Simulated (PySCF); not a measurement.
## Two runs on PF$_{5}$

System: PF$_{5}$ (pentafluorophosphorane), SMILES FP(F)(F)(F)F.
Method of the first run: GIAO PBE0/pcSseg-1 NMR shielding, non-relativistic, gas phase (PySCF 2.14.0).

The geometry comes from this level: PBE0-D3(BJ)/def2-SVP. Text and figures count atoms from 1; the logs count them from 0 in places.

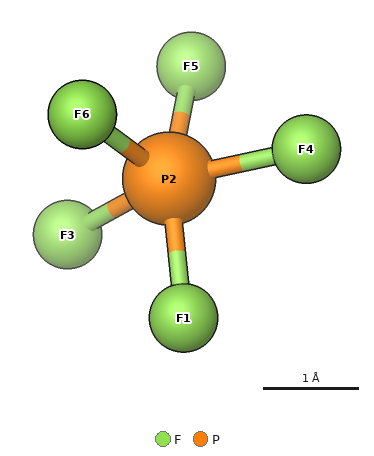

**Figure 1.** The structure as given in the input (ball-and-stick view, seen at a tilt; atoms are numbered from 1 in the order of the input). Bond lengths as drawn: F–P 1.55 to 1.59 Å.

## The input, the first run
```
{"job": {"kind": "nmr", "xc": "PBE0", "basis": "pcSseg-1", "pop": false}, "charge": 0, "multiplicity": 1}
F      0.721329     1.324265    -0.522754
P     -0.021935     0.009554    -0.036926
F      0.820718    -0.787895    -1.119266
F     -1.181030     0.945644     0.509013
F     -1.088315    -1.163548    -0.098723
F      0.749233    -0.328020     1.268656
```

The first line tells a small driver script what to run in PySCF; the rest is the geometry in Å.

Launched with:
```bash
OMP_NUM_THREADS=1 python <driver script> task.json out
```

Hardware: 1 CPU thread, shared host.

## Output (the first run)
```
coarse grid: 7056 points
cycle   1  E = -839.7893758173  dE =  1.155e+00  |g| = 1.078e+00  |ddm| = 2.480e+00
cycle   2  E = -839.6266481243  dE =  1.627e-01  |g| = 1.543e+00  |ddm| = 1.631e+00
cycle   3  E = -839.9758826677  dE = -3.492e-01  |g| = 3.170e-02  |ddm| = 9.344e-01
cycle   4  E = -839.9759707416  dE = -8.807e-05  |g| = 1.905e-02  |ddm| = 2.712e-02
cycle   5  E = -839.9760126959  dE = -4.195e-05  |g| = 7.337e-03  |ddm| = 1.153e-02
cycle   6  E = -839.9760199821  dE = -7.286e-06  |g| = 6.073e-04  |ddm| = 3.450e-03
final grid: 69952 points
cycle   7  E = -840.0393078006  dE = -2.302e-05  |g| = 1.912e-03  |ddm| = 9.800e-03
cycle   8  E = -840.0393075417  dE =  2.589e-07  |g| = 2.337e-03  |ddm| = 2.275e-03
cycle   9  E = -840.0393083213  dE = -7.795e-07  |g| = 1.953e-04  |ddm| = 1.332e-03
cycle  10  E = -840.0393083255  dE = -4.216e-09  |g| = 8.299e-05  |ddm| = 1.321e-04
cycle  11  E = -840.0393083264  dE = -9.313e-10  |g| = 3.036e-05  |ddm| = 5.679e-05
converged SCF energy = -840.0393083264

GIAO shielding tensors (ppm)
atom      isotropic    diamagn.    paramagn.     s11        s22        s33       span
  0 F      201.721     471.061    -269.340     90.925    173.227    341.011    250.085
  1 P      362.164     955.076    -592.913    316.519    317.810    452.161    135.642
  2 F      201.983     471.079    -269.096     91.315    173.448    341.186    249.871
  3 F      201.920     471.079    -269.158     91.199    173.416    341.146    249.946
  4 F      201.682     471.060    -269.378     90.859    173.205    340.984    250.125
  5 F      278.275     468.647    -190.372    221.445    221.684    391.695    170.250
```

For the second run the input was changed thus:
```diff
-F      0.721329     1.324265    -0.522754
-P     -0.021935     0.009554    -0.036926
-F      0.820718    -0.787895    -1.119266
-F     -1.181030     0.945644     0.509013
-F     -1.088315    -1.163548    -0.098723
-F      0.749233    -0.328020     1.268656
+F      0.927900     1.278578    -0.251210
+P      0.000151     0.000681    -0.034601
+F      0.487215    -0.586708    -1.404416
+F     -1.263607     0.927869     0.014179
+F     -0.929864    -1.275132     0.184558
+F      0.781329    -0.343298     1.280966
```

How does the second run compare with the first run?

With the same method and basis, the second run lies 3.7 kcal/mol lower. The HOMO goes from −11.90 to −12.23 eV. The LUMO goes from −1.52 to −0.06 eV. The dipole moment goes from 0.21 to 0.01 D. Of all shieldings, the largest change is that of F6, by −46.6 ppm. The SCF takes 12 iterations against 11.

## Output (the second run)
```
coarse grid: 7056 points
cycle   1  E = -839.7994607181  dE =  1.154e+00  |g| = 1.073e+00  |ddm| = 2.480e+00
cycle   2  E = -839.6461450842  dE =  1.533e-01  |g| = 1.520e+00  |ddm| = 1.609e+00
cycle   3  E = -839.9827633768  dE = -3.366e-01  |g| = 2.954e-02  |ddm| = 9.184e-01
cycle   4  E = -839.9828585584  dE = -9.518e-05  |g| = 1.293e-02  |ddm| = 2.486e-02
cycle   5  E = -839.9828785440  dE = -1.999e-05  |g| = 4.128e-03  |ddm| = 8.641e-03
cycle   6  E = -839.9828808321  dE = -2.288e-06  |g| = 9.325e-04  |ddm| = 2.251e-03
final grid: 69952 points
cycle   7  E = -840.0452409640  dE = -2.185e-05  |g| = 2.754e-03  |ddm| = 9.896e-03
cycle   8  E = -840.0452398163  dE =  1.148e-06  |g| = 3.972e-03  |ddm| = 3.356e-03
cycle   9  E = -840.0452420547  dE = -2.238e-06  |g| = 2.617e-04  |ddm| = 1.997e-03
cycle  10  E = -840.0452420619  dE = -7.156e-09  |g| = 1.576e-04  |ddm| = 2.495e-04
cycle  11  E = -840.0452420654  dE = -3.448e-09  |g| = 2.485e-05  |ddm| = 8.130e-05
cycle  12  E = -840.0452420654  dE = -8.208e-11  |g| = 2.719e-06  |ddm| = 1.488e-05
converged SCF energy = -840.0452420654

GIAO shielding tensors (ppm)
atom      isotropic    diamagn.    paramagn.     s11        s22        s33       span
  0 F      226.259     471.688    -245.429    163.503    164.297    350.978    187.475
  1 P      368.891     955.202    -586.311    284.670    410.375    411.627    126.957
  2 F      232.433     469.527    -237.094    154.256    191.328    351.715    197.459
  3 F      231.309     469.618    -238.309    152.740    190.554    350.633    197.893
  4 F      226.265     471.722    -245.456    163.452    164.359    350.985    187.534
  5 F      231.677     469.675    -237.999    153.224    190.767    351.039    197.815
```

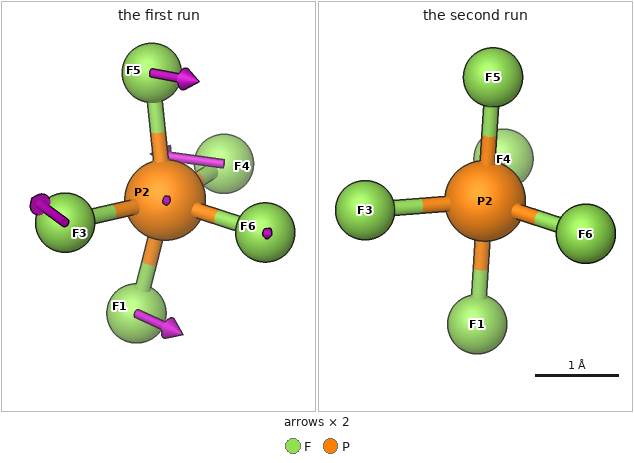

**Figure 2.** The two input geometries at one scale (ball-and-stick view, seen at a tilt). The pink arrows on the first give the shifts of the atoms after the best rigid fit, magnified 2 times. The largest moves after the best rigid fit, 0.47 Å, are those of F3 and F4. By element the largest moves are F 0.47 Å, P 0.04 Å. Among the contacts that change: P2–F3 1.587 → 1.568 Å, P2–F6 1.553 → 1.568 Å, F1–P2 1.586 → 1.594 Å.

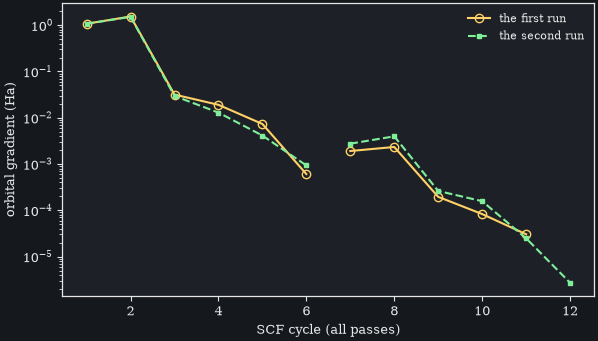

**Figure 3.** Convergence of the two runs: orbital gradient against the SCF cycle. A break in a curve parts two SCF passes (coarse and final grid). The first run takes 11 cycles in all, and the second run takes 12.

## The two runs side by side

```csv
quantity,the first run,the second run
outcome,converged,converged
total energy (hartree),−840.039308,−840.045242
HOMO (eV),−11.90,−12.23
LUMO (eV),−1.52,−0.06
dipole moment (D),0.21,0.01
shielding of F1 (ppm),201.7,226.3
shielding of P2 (ppm),362.2,368.9
shielding of F3 (ppm),202.0,232.4
shielding of F4 (ppm),201.9,231.3
shielding of F5 (ppm),201.7,226.3
shielding of F6 (ppm),278.3,231.7
SCF iterations,11,12
basis functions,109,109
wall time (shared host),3.6 s,3.8 s
```
